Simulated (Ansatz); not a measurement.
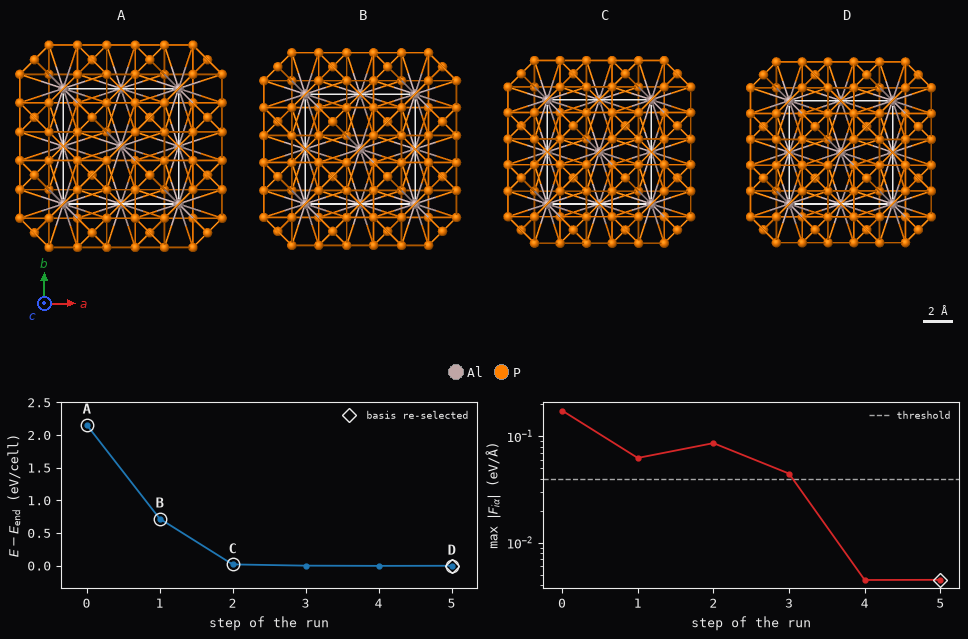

Frames of a relaxation of solid AlP5 (a generated structure, set up in F-43m) (coarse preliminary run), marked on the history of the run. The picture is a ball-and-stick view of the conventional cell (4 times the calculation's cell), seen along the c axis. Lengths and directions refer to the drawn axes.

These are results of Ansatz 0.2.0, DFT PBE, scalar-relativistic, plane waves, PAW, not measurements.

Input file:
```yaml
crystal:
  lattice:
    - [0.0, 3.98562358, 3.98562358]
    - [3.98562358, 0.0, 3.98562358]
    - [3.98562358, 3.98562358, 0.0]
  atoms:
    - { symbol: Al, position: [0.0, 0.0, 0.0] }
    - { symbol: P, position: [0.25, 0.25, 0.25] }
    - { symbol: P, position: [0.12959015, 0.62346995, 0.62346995] }
    - { symbol: P, position: [0.62346995, 0.62346995, 0.62346995] }
    - { symbol: P, position: [0.62346995, 0.62346995, 0.12959015] }
    - { symbol: P, position: [0.62346995, 0.12959015, 0.62346995] }
basis:
  ecutwfc: 420
kpoints:
  mp_grid: { grid: [4, 4, 4] }
hamiltonian:
  xc: pbe
scf:
  occupations: { method: gaussian, width: 0.1 }
  lower_state_search: "off"
output:
  forces: true
  stress: true
  eigenvalues: true
relax:
  adjacent_minimum: "off"
  f_tol: 0.04
  max_steps: 70
  cell: { stress_tol: 0.4 }
```

Command:
```bash
ansatz run input.yaml --threads 1 --pin off --max-ram 2560MiB --backend cpu --events-out ev --progress --plain --runs-dir out
```

### Describe the path.

Over 4 accepted moves (5 points after the start) the energy falls by 2.161 eV per cell of the calculation. Largest force component: 0.18 eV/Å at the start, 0.0045 eV/Å at the end. Pressure: −14.42 GPa at the start and 0.06 GPa at the end. At 1 point the geometry stayed and the basis and grid were re-selected for the new cell (energy shift of 1.6 meV per cell of the calculation at most each time). The largest moves relative to the cell, 0.019 Å, are those of P3, P4, P5 and P6. P4 goes along [1 −1 1]. Al stays in place. The volume changes by −28.3 %, with a = b = c 7.971 → 7.134 Å (−10.5 %). Some distances before and after: Al1–P2 3.452 → 3.089 Å, Al1–P3 3.308 → 2.958 Å, P2–P3 3.301 → 2.958 Å, P3–P4 2.853 → 2.522 Å. The space group stays F-43m (No. 216). From step 0 to 1: volume −13.9 %, energy −1.438 eV per cell of the calculation. From step 1 to 2: volume −14.6 %, energy −0.701 eV per cell of the calculation. From step 2 to 5: P atoms move most (0.03 Å), volume −2.5 %, energy −21.0 meV per cell of the calculation.

| step | E − E(0), meV/atom | largest force component, eV/Å | pressure, GPa | volume, Å³/atom | note |
| --- | --- | --- | --- | --- | --- |
| 0 | 0.00 | 0.1750 | -14.42 | 21.104 |  |
| 1 | -239.72 | 0.0627 | -10.82 | 18.166 |  |
| 2 | -356.60 | 0.0865 | -1.87 | 15.509 |  |
| 3 | -359.80 | 0.0447 | 0.85 | 14.999 |  |
| 4 | -360.37 | 0.0045 | 0.08 | 15.127 |  |
| 5 | -360.10 | 0.0045 | 0.06 | 15.127 | same geometry, new basis |
